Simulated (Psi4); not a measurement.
**C2F4O (trifluoroacetyl fluoride): levels of theory compared**

We compute a comparison of 3 runs (B3LYP/6-31G*, wB97X-V/cc-pVDZ) of C2F4O (trifluoroacetyl fluoride). 

The results are computed with Psi4 1.11.

## (1) The system as given

The species is C2F4O (7 atoms), meant as a singlet with charge 0. As SMILES, `O=C(F)C(F)(F)F`. The C4–F7 distance was set to 1.714 Å, away from the relaxed value.

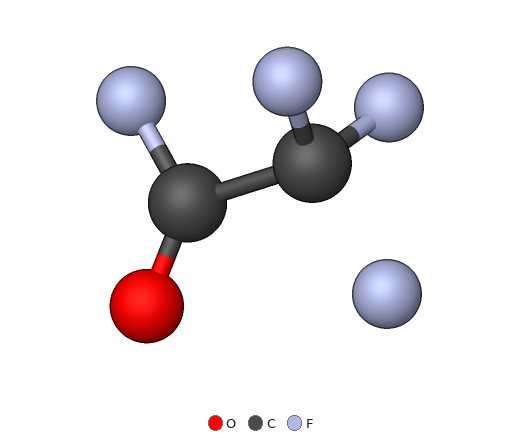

The structure, seen from a chosen angle (oxygen red, carbon dark grey, fluorine light blue).

## (2) Energy and forces at B3LYP/6-31G(d) (spherical functions) (run 1)

input.json reads:

```json
{
 "schema_name": "qcschema_input",
 "schema_version": 1,
 "molecule": {
  "schema_name": "qcschema_molecule",
  "schema_version": 2,
  "symbols": ["O", "C", "F", "C", "F", "F", "F"],
  "geometry": [1.31788744, -2.87180356, 1.50261951, -0.5193043, -1.74163396, 0.99997126, -2.83576838, -2.50300461, 1.5757897, -0.6531536, 0.80942072, -0.40143074, -2.0062542, 0.55699111, -2.50337311, -1.75388127, 2.52856127, 1.06361723, 2.32578043, 1.8209212, -1.17127115],
  "molecular_charge": 0,
  "molecular_multiplicity": 1,
  "fix_symmetry": "c1",
  "fix_com": true,
  "fix_orientation": true
 },
 "driver": "gradient",
 "model": {
  "method": "b3lyp",
  "basis": "6-31G*"
 },
 "keywords": {
  "puream": true,
  "e_convergence": 1e-09,
  "d_convergence": 1e-08,
  "scf_type": "pk",
  "dft_radial_points": 99,
  "dft_spherical_points": 590
 }
}
```

Started as:

```
$ psi4 --qcschema input.json -n 1 --memory 2200MB
```

stdout:

```text
[...]
  Running in c1 symmetry.
[...]
  Nuclear repulsion =  323.089074132988173
[...]
  Multiplicity = 1
[...]
  Nalpha       = 28
  Nbeta        = 28
[...]
    Number of basis functions: 98
[...]
   @RKS iter   1:  -550.49902160635952   -3.59059e-01   8.04943e-03 DIIS/ADIIS
[...]
   @RKS iter  13:  -550.72601177949741   -1.93268e-12   2.72842e-09 DIIS
[...]
  @RKS Final Energy:  -550.72601177949741
   => Energetics <=
    Nuclear Repulsion Energy =            323.0890741329881735
    One-Electron Energy =               -1404.8736323376315340
    Two-Electron Energy =                 580.5227122662711281
    DFT Exchange-Correlation Energy =     -49.4641658411251370
    Empirical Dispersion Energy =           0.0000000000000000
    VV10 Nonlocal Energy =                  0.0000000000000000
    Total Energy =                       -550.7260117794974121
[...]
 Multipole Moments:
 ------------------------------------------------------------------------------------
     Multipole            Electronic (a.u.)      Nuclear  (a.u.)        Total (a.u.)
 ------------------------------------------------------------------------------------
 L = 1.  Multiply by 2.5417464519 to convert [e a0] to [Debye]
 Dipole X            :         34.1240115          -34.9227587           -0.7987472
 Dipole Y            :          6.9196484           -6.9364872           -0.0168388
 Dipole Z            :         -6.2306790            6.2950632            0.0643842
 Magnitude           :                                                    0.8015148
[...]
  -Total Gradient:
     Atom            X                  Y                   Z
    ------   -----------------  -----------------  -----------------
       1       -0.018845779322     0.012357680126    -0.005587074145
       2       -0.010995038328    -0.015394257837     0.009321053751
       3        0.012123844638    -0.001645217965     0.000095036739
       4       -0.046359044940    -0.025440031163     0.017337599017
       5       -0.017970313467    -0.005265018020    -0.003749590648
       6       -0.017117089219     0.001429552609     0.008364014061
       7        0.099185905966     0.033961926199    -0.025788802140
[...]
```

The result, in JSON:

```text
{
 "driver": "gradient",
 "model": {
  "method": "b3lyp",
  "basis": "6-31G*"
 },
 "success": true,
 "return_result": [-0.018845779322118783, 0.012357680125540338, -0.005587074144702137, -0.01099503832802276, -0.015394257836966602, 0.009321053750620562, 0.012123844637511982, -0.0016452179649929372, 9.503673921698597e-05, -0.04635904493980425, -0.02544003116272751, 0.017337599016987965, -0.01797031346710687, -0.005265018019963243, -0.0037495906480866092, -0.01711708921851271, 0.0014295526090838118, 0.008364014061271657, 0.09918590596633885, 0.033961926199308295, -0.025788802140051505],
 "properties": {
  "calcinfo_nbasis": 98,
  "calcinfo_nmo": 98,
  "calcinfo_nalpha": 28,
  "calcinfo_nbeta": 28,
  "calcinfo_natom": 7,
  "nuclear_repulsion_energy": 323.0890741329882,
  "return_energy": -550.7260117794974,
  "return_gradient": [-0.018845779322118783, 0.012357680125540338, -0.005587074144702137, -0.01099503832802276, -0.015394257836966602, 0.009321053750620562, 0.012123844637511982, -0.0016452179649929372, 9.503673921698597e-05, -0.04635904493980425, -0.02544003116272751, 0.017337599016987965, -0.01797031346710687, -0.005265018019963243, -0.0037495906480866092, -0.01711708921851271, 0.0014295526090838118, 0.008364014061271657, 0.09918590596633885, 0.033961926199308295, -0.025788802140051505],
  "scf_one_electron_energy": -1404.8736323376315,
  "scf_two_electron_energy": 580.5227122662711,
  "scf_xc_energy": -49.46416584112514,
  "scf_dipole_moment": [-0.7987471763509362, -0.01683882463761943, 0.06438421427519003],
  "scf_total_energy": -550.7260117794974,
  "scf_total_gradient": [-0.018845779322118783, 0.012357680125540338, -0.005587074144702137, -0.01099503832802276, -0.015394257836966602, 0.009321053750620562, 0.012123844637511982, -0.0016452179649929372, 9.503673921698597e-05, -0.04635904493980425, -0.02544003116272751, 0.017337599016987965, -0.01797031346710687, -0.005265018019963243, -0.0037495906480866092, -0.01711708921851271, 0.0014295526090838118, 0.008364014061271657, 0.09918590596633885, 0.033961926199308295, -0.025788802140051505],
  "scf_iterations": 13
 }
}
```

Wall time 25 s (1 thread of Intel Xeon Platinum 8375C at 2.90GHz (Ice Lake), shared host); peak memory 0.85 GiB.

## (3) A single-point energy at wB97X-V/cc-pVDZ (run 2)

run_ase.py reads:

```python
import numpy as np
from ase.calculators.psi4 import Psi4
from ase import Atoms

mol = Atoms(['O', 'C', 'F', 'C', 'F', 'F', 'F'], positions=[
    [0.697396, -1.519693, 0.795152],
    [-0.274804, -0.921633, 0.529162],
    [-1.500624, -1.324533, 0.833872],
    [-0.345634, 0.428327, -0.212428],
    [-1.061664, 0.294747, -1.324728],
    [-0.928114, 1.338057, 0.562842],
    [1.230750, 0.963590, -0.619810],
])
calc = Psi4(atoms=mol, method='wb97x-v', basis='cc-pVDZ', memory='2200MB', num_threads=1, charge=0, multiplicity=1, label='calc')
calc.psi4.set_options({'puream': True, 'e_convergence': 1e-09, 'd_convergence': 1e-08, 'scf_type': 'pk', 'dft_radial_points': 99, 'dft_spherical_points': 590})
mol.calc = calc

print(f'energy: {mol.get_potential_energy():.6f} eV')
```

Started as:

```
$ python run_ase.py
```

calc.dat:

```text
[...]
  Running in c1 symmetry.
[...]
  Nuclear repulsion =  323.089074049314149
[...]
  Multiplicity = 1
[...]
  Nalpha       = 28
  Nbeta        = 28
[...]
    Number of basis functions: 98
[...]
   @RKS iter   1:  -550.36661986647323   -6.73182e-01   7.94133e-03 ADIIS/DIIS
[...]
   @RKS iter  13:  -550.60173345556382   -2.50111e-12   7.96361e-09 DIIS
[...]
    Orbital Energies [Eh]
    ---------------------
    Doubly Occupied:
       1A    -24.871550     2A    -24.871537     3A    -24.856797
       4A    -24.773916     5A    -19.297365     6A    -10.589413
       7A    -10.506030     8A     -1.485013     9A     -1.437786
      10A     -1.415323    11A     -1.269153    12A     -1.258024
      13A     -0.925572    14A     -0.803750    15A     -0.750388
      16A     -0.747859    17A     -0.707116    18A     -0.665769
      19A     -0.646166    20A     -0.628117    21A     -0.606597
      22A     -0.585986    23A     -0.572362    24A     -0.531101
      25A     -0.530562    26A     -0.498747    27A     -0.497413
      28A     -0.459460
[...]
  @RKS Final Energy:  -550.60173345556382
   => Energetics <=
    Nuclear Repulsion Energy =            323.0890740493141493
    One-Electron Energy =               -1404.2229304586826402
    Two-Electron Energy =                 574.2156889498816099
    DFT Exchange-Correlation Energy =     -43.9125752791287880
    Empirical Dispersion Energy =           0.0000000000000000
    VV10 Nonlocal Energy =                  0.2290092830518347
    Total Energy =                       -550.6017334555638172
[...]
 Multipole Moments:
 ------------------------------------------------------------------------------------
     Multipole            Electronic (a.u.)      Nuclear  (a.u.)        Total (a.u.)
 ------------------------------------------------------------------------------------
 L = 1.  Multiply by 2.5417464519 to convert [e a0] to [Debye]
 Dipole X            :         -1.6428394            0.8606886           -0.7821509
 Dipole Y            :          1.3459514           -1.4041349           -0.0581835
 Dipole Z            :         -0.6329597            0.7191803            0.0862206
 Magnitude           :                                                    0.7890369
[...]
```

On the terminal:

```text
energy: -14982.636315 eV
```

It took 1.8 min on 1 thread of Intel Xeon Platinum 8375C at 2.90GHz (Ice Lake), shared host; peak memory 1.4 GiB.

## (4) Energy and forces at B3LYP/6-31G(d) (Cartesian functions) (run 3)

c2f4o.dat reads:

```
memory 2200 MB

molecule {
  O      0.697396    -1.519693     0.795152
  C     -0.274804    -0.921633     0.529162
  F     -1.500624    -1.324533     0.833872
  C     -0.345634     0.428327    -0.212428
  F     -1.061664     0.294747    -1.324728
  F     -0.928114     1.338057     0.562842
  F      1.230750     0.963590    -0.619810
  symmetry c1
  no_reorient
  no_com
}

set {
  basis 6-31G*
  puream false
  e_convergence 1e-09
  d_convergence 1e-08
  scf_type pk
  dft_radial_points 99
  dft_spherical_points 590
}

result, w = gradient("b3lyp", return_wfn=True)
oeprop(w, "LOWDIN_CHARGES", "DIPOLE", "MAYER_INDICES", title="B3LYP")
```

Started as:

```
$ psi4 -i c2f4o.dat -o c2f4o.out -n 1
```

c2f4o.out:

```text
[...]
  Running in c1 symmetry.
[...]
  Nuclear repulsion =  323.089074049314092
[...]
  Multiplicity = 1
[...]
  Nalpha       = 28
  Nbeta        = 28
[...]
    Number of basis functions: 105
[...]
   @RKS iter   1:  -550.50641091813418   -3.68771e-01   7.54869e-03 ADIIS/DIIS
[...]
   @RKS iter  13:  -550.73239335365702   -1.70530e-12   2.64571e-09 DIIS
[...]
  @RKS Final Energy:  -550.73239335365702
   => Energetics <=
    Nuclear Repulsion Energy =            323.0890740493140925
    One-Electron Energy =               -1404.8219835515028535
    Two-Electron Energy =                 580.4315914290824594
    DFT Exchange-Correlation Energy =     -49.4310752805508073
    Empirical Dispersion Energy =           0.0000000000000000
    VV10 Nonlocal Energy =                  0.0000000000000000
    Total Energy =                       -550.7323933536570166
[...]
  -Total Gradient:
     Atom            X                  Y                   Z
    ------   -----------------  -----------------  -----------------
       1       -0.018082661257     0.012076585953    -0.005485295866
       2       -0.012054333454    -0.015136076370     0.009256878884
       3        0.012241228336    -0.001521842402     0.000017686339
       4       -0.046223214530    -0.025418362509     0.017311544151
       5       -0.017759500028    -0.005211847461    -0.003502376547
       6       -0.016937344651     0.001235563541     0.008167324673
       7        0.098838359278     0.033980546092    -0.025773498614
[...]
 Multipole Moments:
 ------------------------------------------------------------------------------------
     Multipole            Electronic (a.u.)      Nuclear  (a.u.)        Total (a.u.)
 ------------------------------------------------------------------------------------
 L = 1.  Multiply by 2.5417464519 to convert [e a0] to [Debye]
 Dipole X            :         34.1208332          -34.9227586           -0.8019254
 Dipole Y            :          6.9223718           -6.9364873           -0.0141155
 Dipole Z            :         -6.2319605            6.2950632            0.0631028
 Magnitude           :                                                    0.8045282
[...]
```

Run time: 26 s. Hardware: 1 thread of Intel Xeon Platinum 8375C at 2.90GHz (Ice Lake), shared host; peak memory 0.94 GiB.

## (5) Overview of the runs

```tsv
run	level	task	Cartesian functions	energy (Eh)	dipole moment (D)	HOMO energy (eV)	LUMO energy (eV)	wall time
1	B3LYP/6-31G* (spherical functions)	gradient	no	-550.726012	2.04	-9.60	-1.96	25 s
2	wB97X-V/cc-pVDZ	energy	no	-550.601733	2.01	-12.50	0.70	1.8 min
3	B3LYP/6-31G* (Cartesian functions)	gradient	yes	-550.732393	2.04	-9.62	-1.96	26 s
```

## (6) Results

```
                       quantity          value
            run 3: total energy  -550.73239 Eh
           run 3: dipole moment         2.04 D
             run 3: HOMO energy       -9.62 eV
             run 3: LUMO energy       -1.96 eV
           run 3: HOMO–LUMO gap        7.65 eV
run 3: largest force on an atom     5.535 eV/Å
```

In words: The dipole moment (its size) runs from 2.01 D (wB97X-V/cc-pVDZ) to 2.04 D (B3LYP/6-31G*). The two ends differ in method and basis. The HOMO–LUMO gap runs from 7.65 eV (B3LYP/6-31G*) to 13.20 eV (wB97X-V/cc-pVDZ). Totals of different functionals can't be ranked against each other. All runs together took 2.6 min, the longest 1.8 min.
